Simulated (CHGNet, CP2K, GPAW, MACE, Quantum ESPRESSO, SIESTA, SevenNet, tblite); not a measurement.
# GPAW on TiO2(110) slab (48 atoms): settings against a plane-wave reference

Aim: run TiO2(110) slab (48 atoms) in GPAW and see how near its forces come to a plane-wave reference, and at what cost.

Calculated with GPAW 26.7.0; the method is named at each step.

**1. The starting structure**

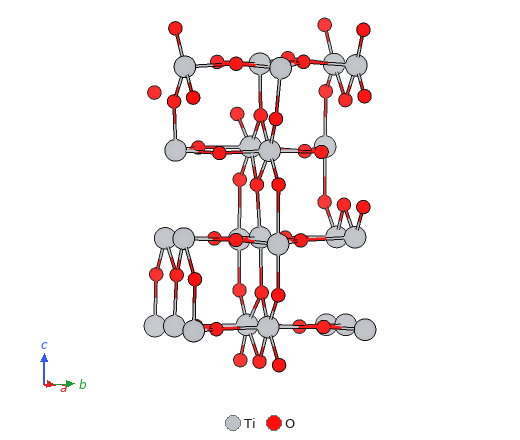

The starting structure, seen from the side, with the c axis up (titanium light grey, oxygen red). Bonds to atoms that aren't drawn are left out. Some periodic images of atoms are drawn too.

The cell holds 48 atoms: 16 Ti and 32 O. Its edges and angles: a = 5.918 Å, b = 6.497 Å, c = 24.279 Å, α = 90.0°, β = 90.0°, γ = 90.0°. It derives from TiO2 (rutile). Rutile TiO2 (cell 4.594, 4.594, 2.959, 90, 90, 90), (110) slab of 4 repeat layers, 2 x 1 surface cells, 12 Å of vacuum; every coordinate displaced by a Gaussian of 0.02 Å. Then every atom was moved at random, 0.05 Å r.m.s. a Cartesian component. Vacuum lies along c.

The yardstick, on the same geometry:

| Property | Result |
| --- | --- |
| method | Kohn-Sham DFT, PBE, SSSP efficiency 1.3.0 pseudopotentials, plane waves (Quantum ESPRESSO 7.5); sssp-pbe-1.3.0-efficiency, cutoffs 60/480 Ry, Γ point |
| r.m.s. force component | 1.823 eV/Å |
| longest force | 9.495 eV/Å |
| time | 2.4 min on 4 MPI ranks of Arm Neoverse V1, shared host |
| CPU time | 9.6 min |

**2. PBE, LCAO sz(dzp), h 0.18 Å**

Method: Kohn-Sham DFT, PBE, PAW, atomic orbitals (sz(dzp)).

File run.py:

```python
import numpy as np
from ase.io import read
from gpaw import GPAW, FermiDirac

atoms = read("structure.xyz")
atoms.calc = GPAW(
    mode="lcao",
    basis="sz(dzp)",
    h=0.18,
    xc="PBE",
    kpts={"size": (1, 1, 1), "gamma": True},
    occupations=FermiDirac(0.05),
    maxiter=200,
    symmetry={"point_group": False},
    txt="gpaw.txt",
)
energy = atoms.get_potential_energy(force_consistent=True)
forces = atoms.get_forces()
print(f"energy {energy:.6f} eV")
print("forces (eV/A)")
for i, (a, f) in enumerate(zip(atoms, forces)):
    print(f"{i:4d} {a.symbol:2s} {f[0]:10.5f} {f[1]:10.5f} {f[2]:10.5f}")
print(f"Fermi level {atoms.calc.get_fermi_level():.4f} eV")
for k in range(len(atoms.calc.get_ibz_k_points())):
    for s in range(atoms.calc.get_number_of_spins()):
        e = atoms.calc.get_eigenvalues(kpt=k, spin=s)
        n = np.searchsorted(e, atoms.calc.get_fermi_level())
        print(f"k {k} spin {s} levels about the Fermi level:", np.round(e[max(n - 6, 0):n], 4).tolist(), "|", np.round(e[n:n + 6], 4).tolist())
```

File structure.xyz:

```xyz
48
Lattice="5.91800 0.00000 0.00000 0.00000 6.49690 0.00000 0.00000 0.00000 24.27914" Properties=species:S:1:pos:R:3 pbc="T T T"
Ti 0.01047 0.00162 7.24587
Ti 1.42056 3.14976 7.30972
O 0.00089 3.24020 5.96538
O 0.00746 3.20856 8.53800
O 1.53158 5.10390 7.23494
O 1.46684 1.19959 7.27792
Ti 5.91628 3.20265 10.41502
Ti 1.57993 0.00273 10.52476
O 0.03042 0.04476 9.15057
O 0.03314 6.42693 11.76251
O 1.44281 1.90073 10.50461
O 1.49501 4.56920 10.51238
Ti 0.08179 6.43310 13.80172
Ti 1.52329 3.25274 13.86533
O 5.90522 3.22545 12.61301
O 5.90445 3.12501 15.02976
O 1.45092 5.32375 13.68834
O 1.48275 1.28021 13.85416
Ti 5.78200 3.33317 16.89634
Ti 1.43796 6.43901 16.88493
O 5.88557 6.48884 15.84092
O 5.88616 6.44785 18.28486
O 1.45482 2.00124 16.99855
O 1.48139 4.67283 17.11485
Ti 3.00699 6.48839 7.33740
Ti 4.47342 3.18751 7.32477
O 2.81430 3.26937 6.00059
O 2.94160 3.32109 8.53897
O 4.46448 5.29302 7.31069
O 4.42359 1.23487 7.25873
Ti 3.01031 3.24813 10.57745
Ti 4.45436 6.48702 10.60489
O 2.98634 0.08693 9.21806
O 3.07192 6.40581 11.75572
O 4.44992 1.97330 10.53885
O 4.41619 4.43433 10.50218
Ti 2.96208 0.05490 13.80633
Ti 4.41785 3.25618 13.80973
O 2.86082 3.16048 12.51930
O 2.88935 3.29770 15.06326
O 4.43619 5.22045 13.75243
O 4.47081 1.33940 13.74515
Ti 2.84964 3.27392 16.96456
Ti 4.54585 0.01169 16.93130
O 2.96823 6.48975 15.60785
O 2.95805 0.04554 18.29652
O 4.41761 1.98636 17.02356
O 4.46436 4.52775 17.07673
```

Launch:

```bash
$ OMP_NUM_THREADS=1 python run.py > output.txt
```

What it wrote:

```text
energy -365.525663 eV
forces (eV/A)
   0 Ti    1.47444   -1.26564    2.68584
   1 Ti    2.43141    0.31656   -6.24135
   2 O    -1.18749    0.02903    2.12458
   3 O    -1.05447    0.17597    3.82476
   4 O    -0.34164    2.93849   -0.31627
   5 O     0.46455    0.11535   -0.88792
   6 Ti    2.08067    0.44841    0.68636
   7 Ti   -0.93529   -0.23098   -0.54432
   8 O    -0.28328   -0.46818   -0.50433
   9 O    -0.45018    0.35091    0.50756
  10 O    -0.48230    0.05154    0.29848
  11 O    -0.87666   -0.49260    0.03868
  12 Ti   -2.60086    1.06829   -0.78409
  13 Ti   -1.52458   -0.87812   -4.00449
  14 O     0.03180    0.47018   -0.96305
  15 O    -0.20577    1.04596    2.77778
  16 O     0.83977   -3.00841    0.41202
  17 O    -0.76496    1.35221   -0.09058
  18 Ti    0.93999   -2.34543   -0.59255
  19 Ti    3.38578    2.60875    7.35606
  20 O     1.43406    0.13299   -8.58046
  21 O    -0.20206    0.52081   -1.96409
  22 O     1.09025    1.48815    0.71103
  23 O     0.46322   -4.54183   -0.13777
[...]
40 O    -0.01434   -0.30932    0.45317
  41 O    -0.84233    0.06003    0.22573
  42 Ti   -0.81390   -1.53766   -0.41872
  43 Ti   -4.92312    0.26534    9.47258
  44 O     0.03844   -0.25126    0.14645
  45 O    -0.18443    0.17388   -2.72032
  46 O    -0.10319    1.98399    0.22573
  47 O    -0.75052    0.48221    0.05068
Fermi level 0.8935 eV
k 0 spin 0 levels about the Fermi level: [0.132, 0.1879, 0.2165, 0.3145, 0.7038, 0.7575] | [1.0424, 1.0681, 1.1529, 1.3497, 1.3606, 1.4084]
```

gpaw.txt:

```text
Input parameters:
  mode=LCAO(),
  basis={'default': 'sz(dzp)'},
  h=0.18,
  kpts=MonkhorstPack(size=(1, 1, 1), gamma=True),
  maxiter=200,
  occupations=Occupations(name='fermi-dirac', width=0.05, fixmagmom=False),
  symmetry=Symmetry(point_group=False),
  xc=XC(name='PBE')
Unit cell  # Å
| periodic |        x |        y |         z |   lengths |    angles |
|----------|----------|----------|-----------|-----------|-----------|
|      yes | 5.918000 | 0.000000 |  0.000000 |  5.918000 | 90.000000 |
|      yes | 0.000000 | 6.496900 |  0.000000 |  6.496900 | 90.000000 |
|      yes | 0.000000 | 0.000000 | 24.279140 | 24.279140 | 90.000000 |
Number of symmetries: 1
Symmetry operations  # r_c * U_cc + t_c -> r_c
|   | kind |            matrix            |
|---|------|------------------------------|
| 0 |  E   |  1, 0, 0,  0, 1, 0,  0, 0, 1 |
BZ-sampling:
  Number of BZ points: 1
  Number of IBZ points: 1
  Monkhorst-Pack size: [1, 1, 1]
  Monkhorst-Pack shift: [0, 0, 0]
[... lines left out ...]
  Fermi-Dirac:
[... lines left out ...]
xc functional:
  name: PBE with 2 nearest neighbor stencil
interpolation: tri-quintic # 5. degree polynomial
Initialization done in: 6.389 s
convergence criteria:
- Maximum [total energy] change in last 3 cyles: 0.0005 eV / valence electron
- Maximum integral of absolute [dens]ity change: 0.0001 electrons / valence electron
- Maximum integral of absolute [eigenst]ate change: 4e-08 eV^2 / valence electron
maximum number of iterations: 200
SCF iterations
|iter     |      energy | eigst |  dens |
|---------|-------------|-------|-------|
|iter:   1| -437.219154 |      c|       |
|iter:   2| -413.940460 |      c| -0.83 |
|iter:   3| -424.120211 |      c| -0.89 |
|iter:   4|-1666.024444 |      c| -0.81 |
|iter:   5| -540.936345 |      c| -0.33 |
[...]
|iter:  14| -365.625209 |      c| -1.97 |
|iter:  15| -365.511165 |      c| -2.21 |
|iter:  16| -365.615233c|      c| -2.32 |
|iter:  17| -365.512018c|      c| -2.38 |
|iter:  18| -365.500111c|      c| -2.72 |
[...]
|iter:  22| -365.490342c|      c| -3.63 |
|iter:  23| -365.490608c|      c| -3.97 |
|iter:  24| -365.490578c|      c| -4.13c|
Converged in 24 steps
SCF loop duration: 146.486 s (6.104 s/step)
Energy contributions relative to reference atoms: (reference = -436891.502143)
Energy contributions:
  Kinetic:         516.502564
  Coulomb:        -535.788517
  Zero:              9.439015
  External:          0.000000
  Xc:             -355.608555
  Entropy:          -0.070170
  Spinorbit:         0.000000
  ----------------------------
  Free energy:    -365.525663
  Extrapolated:   -365.490578
dipole moment: (-1.208900, 32.961910, 0.080390)  # |e|*Ang
Fermi level: 0.894
Eigenvalues  # (at kpt = [0.000, 0.000, 0.000])
| band index |      eig [eV] | occ [0-2] |
|------------|---------------|-----------|
|          0 |       -58.125 |     2.000 |
|        ... |               |           |
|        184 |        -0.179 |     2.000 |
|        185 |         0.094 |     2.000 |
[...]
|        199 |         1.568 |     0.000 |
|        ... |               |           |
|        234 |         3.339 |     0.000 |
Gap: 0.285 eV
Transition (v -> c):
  (s=0, k=0, n=191, [0.00, 0.00, 0.00]) -> (s=0, k=0, n=192, [0.00, 0.00, 0.00])
No difference between direct/indirect transitions
Force computation time: 14.822  # s
timing:  # [seconds]
  Total:  167.754  # ━━━━━━━━━━━━━━━━━━━━━━━━━━━━━━━━━━━━━━━━━━━━━━━━━━━━━━━━
  Init:     6.389  # ━━
  SCF:    146.486  # ━━━━━━━━━━━━━━━━━━━━━━━━━━━━━━━━━━━━━━━━━━━━━━━━━
  Forces:  14.822  # ━━━━━
```

It took 2.8 min on 1 thread of Arm Neoverse V1, shared host; peak memory 1 GiB.

Banners, paths, timers and routine set-up lines are dropped from the logs unmarked, and long logs keep their key lines alone; longer cuts are marked.

Compared with the plane-wave run:

```yaml
r_m_s_force_component: 2.014 eV/Å
r_m_s_difference_of_force_components: 354.9 meV/Å
longest_difference_of_force_vectors: 1570 meV/Å
force_difference_over_r_m_s_force: 19.47 %
slope_of_forces_against_the_reference_s: 1.092
correlation_of_force_components: 0.9878
spacing_of_highest_filled_and_lowest_empty_level: 0.2849 eV
```

This is a coarse setting, run to see what it loses.

Length of the force difference by element (eV/Å):

| element | atoms | mean | most |
| --- | --- | --- | --- |
| O | 32 | 0.50 | 1.6 |
| Ti | 16 | 0.63 | 1.4 |

Levels nearest the highest filled one (eV from it): -0.63, -0.57, -0.54, -0.44, -0.05, 0.00, 0.28, 0.31, 0.40, 0.59, 0.60, 0.65.

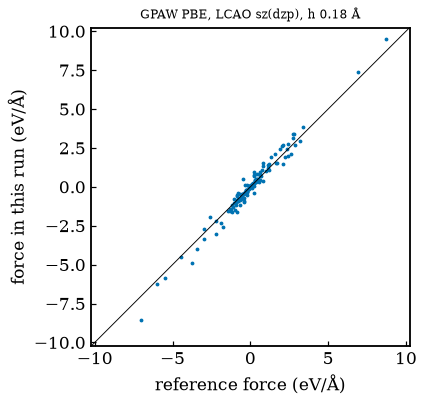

Force components against those of the reference; the line marks equality.

A closer look about O3, picked at random: 9 atoms, nearest first, numbered in the order of the input, with positions taken from that point.

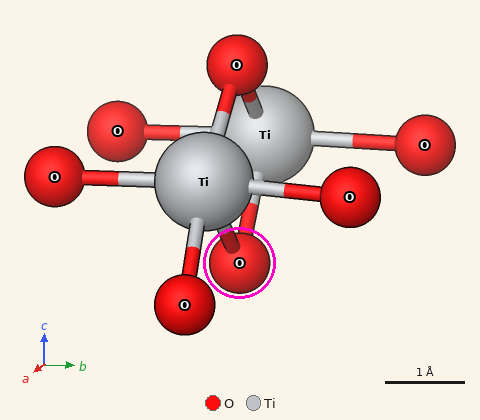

The atoms of the table, within 2.9 Å (arrows a, b, c point along x, y, z); some may hide others; the central atom is ringed.

| atom | x | y | z | distance (Å) | Fx | Fy | Fz (eV/Å) |
| --- | --- | --- | --- | --- | --- | --- | --- |
| O3 | 0.00 | 0.00 | 0.00 | 0.00 | -1.19 | 0.03 | 2.12 |
| Ti2 | 1.42 | -0.09 | 1.34 | 1.96 | 2.43 | 0.32 | -6.24 |
| Ti26 | -1.45 | -0.05 | 1.36 | 1.98 | -1.44 | 0.81 | -5.86 |
| O4 | 0.01 | -0.03 | 2.57 | 2.57 | -1.05 | 0.18 | 3.82 |
| O5 | 1.53 | 1.86 | 1.27 | 2.73 | -0.34 | 2.94 | -0.32 |
| O27 | 2.81 | 0.03 | 0.04 | 2.81 | 1.20 | -0.51 | 1.93 |
| O30 | -1.50 | -2.01 | 1.29 | 2.82 | 0.12 | 0.74 | -0.99 |
| O6 | 1.47 | -2.04 | 1.31 | 2.83 | 0.46 | 0.12 | -0.89 |
| O29 | -1.45 | 2.05 | 1.35 | 2.85 | -0.44 | -1.60 | -0.90 |

Atoms are counted from 1 here, from 0 in the log.

Forces lie 19 % from the reference's, at 0.29 times its CPU time (on 1 against 4 cores).

**3. PBE, LCAO dzp, h 0.22 Å**

Method: Kohn-Sham DFT, PBE, PAW, atomic orbitals (dzp).

run.py: that of step 2 with these lines changed.

```diff
@@ -7,4 +7,4 @@
     mode="lcao",
-    basis="sz(dzp)",
-    h=0.18,
+    basis="dzp",
+    h=0.22,
     xc="PBE",
```

structure.xyz is that of step 2.

What it wrote:

```text
energy -370.828435 eV
forces (eV/A)
   0 Ti    1.34818   -1.22553    2.53323
   1 Ti    2.40382    0.44264   -6.09018
   2 O    -1.16786   -0.09956    2.15562
   3 O    -1.05885    0.06582    3.74565
   4 O    -0.16086    3.10250   -0.18461
   5 O     0.34762   -0.05259   -0.91784
   6 Ti    1.77241    0.33821    0.44994
   7 Ti   -0.80838   -0.21223   -0.78669
   8 O    -0.10630   -0.29223   -0.08110
   9 O    -0.28964    0.12254    0.61858
  10 O    -0.66002    0.37860    0.40029
  11 O    -0.68803   -0.79251    0.09725
  12 Ti   -2.10969    0.87735   -0.72759
  13 Ti   -1.36627   -0.76651   -3.59370
  14 O    -0.10258    0.33569   -0.53026
  15 O    -0.34861    0.89874    2.63704
  16 O     0.54107   -2.60392    0.43964
  17 O    -0.71789    1.04655   -0.11633
  18 Ti    0.53149   -1.98701   -0.55089
  19 Ti    3.13555    2.33024    7.07328
  20 O     1.17286    0.11557   -7.62659
  21 O    -0.40211    0.31156   -1.99732
  22 O     1.02126    1.81318    0.73440
  23 O     0.57051   -4.38661   -0.08292
[...]
40 O     0.00173   -0.17106    0.42435
  41 O    -0.59792   -0.17910    0.30260
  42 Ti   -0.98151   -1.44464   -0.47897
  43 Ti   -4.27188    0.26988    9.02315
  44 O     0.06575   -0.27772   -0.05502
  45 O    -0.19370    0.23820   -2.59521
  46 O    -0.06617    2.24741    0.12548
  47 O    -0.45144   -0.13378   -0.03606
Fermi level 0.7423 eV
k 0 spin 0 levels about the Fermi level: [-0.1054, -0.0183, -0.0063, 0.1092, 0.5337, 0.5718] | [0.9276, 0.9392, 1.0192, 1.2447, 1.2514, 1.311]
```

gpaw.txt:

```text
Input parameters:
  mode=LCAO(),
  basis={'default': 'dzp'},
  h=0.22,
  kpts=MonkhorstPack(size=(1, 1, 1), gamma=True),
  maxiter=200,
  occupations=Occupations(name='fermi-dirac', width=0.05, fixmagmom=False),
  symmetry=Symmetry(point_group=False),
  xc=XC(name='PBE')
Unit cell  # Å
| periodic |        x |        y |         z |   lengths |    angles |
[... lines left out ...]
  Fermi-Dirac:
[... lines left out ...]
convergence criteria:
- Maximum [total energy] change in last 3 cyles: 0.0005 eV / valence electron
[... lines left out ...]
Converged in 27 steps
[... lines left out ...]
  Free energy:    -370.828435
  Extrapolated:   -370.805694
dipole moment: (-1.248723, 32.868091, 0.078132)  # |e|*Ang
Fermi level: 0.742
Eigenvalues  # (at kpt = [0.000, 0.000, 0.000])
| band index |      eig [eV] | occ [0-2] |
|------------|---------------|-----------|
|          0 |       -58.222 |     2.000 |
|        ... |               |           |
|        184 |        -0.401 |     2.000 |
|        185 |        -0.121 |     2.000 |
[...]
|        199 |         1.478 |     0.000 |
|        ... |               |           |
|        234 |         3.180 |     0.000 |
Gap: 0.356 eV
Transition (v -> c):
  (s=0, k=0, n=191, [0.00, 0.00, 0.00]) -> (s=0, k=0, n=192, [0.00, 0.00, 0.00])
No difference between direct/indirect transitions
Force computation time: 23.170  # s
timing:  # [seconds]
  Total:  280.729  # ━━━━━━━━━━━━━━━━━━━━━━━━━━━━━━━━━━━━━━━━━━━━━━━━━━━━━━━━
  Init:     7.811  # ━╸
  SCF:    249.720  # ━━━━━━━━━━━━━━━━━━━━━━━━━━━━━━━━━━━━━━━━━━━━━━━━━━
  Forces:  23.170  # ━━━━╸
```

The job ended after 4.7 min (1 thread; peak memory 0.75 GiB).

Against the reference:

| Property | Result |
| --- | --- |
| r.m.s. force component | 1.883 eV/Å |
| r.m.s. difference of force components | 203.4 meV/Å |
| longest difference of force vectors | 646 meV/Å |
| force difference over r.m.s. force | 11.16 % |
| slope of forces against the reference's | 1.027 |
| correlation of force components | 0.9945 |
| gap (highest filled to lowest empty level) | 0.3558 eV |

This is a coarse setting, run to see what it loses.

Against the first run (19 %), the force difference from the reference is 11 %, at 1.7 times the CPU time.

The forces add up to 1.00 eV/Å instead of zero, usually a sign of too coarse a grid.

[end of part 1 of 2]

[Also dropped from logs without a mark: logging warnings of Python, and SIESTA's first energy breakdown and zero terms.]

[Logs are printed without paths, hosts, clocks, repeated set-up lines and the standing remarks that a program may print on its own settings, such as how far it seeks lower states.]

[Hosts, paths, dates, database ids (printed as entryN), source tags and the programs' standing remarks are cut or masked in the printed files.]
